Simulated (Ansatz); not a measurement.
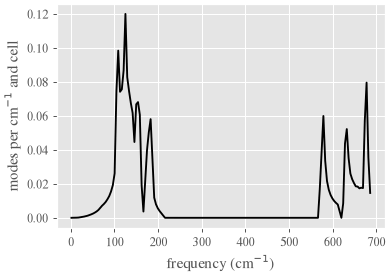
Figure. Phonon density of states of W2C in space group P-3m1 (No. 164; C on 1a, W on 2d), 3 atoms a cell, plane-wave PAW PBE (Ansatz code)

**Question.** Estimate the mean frequency and the zero-point energy.

**Answer.** The mean is about 300 cm⁻¹, and (3/2)ħ⟨ω⟩ gives 55.9 meV/atom.

**Question.** What share of the Dulong–Petit heat capacity is reached at 100 K and at 300 K?

**Answer.** 49 % and 81 %.

Symmetry was held in the PBE relaxation. The run is not spin-polarised. As this level gives no gap, phonon frequencies hold no LO–TO term and depend on the k-mesh and smearing (Fermi–Dirac, 0.1 eV here). Scalar-relativistic: spin–orbit coupling is off unless named, which matters more the heavier the elements.

Potentials: the later of the program's two PAW sets.
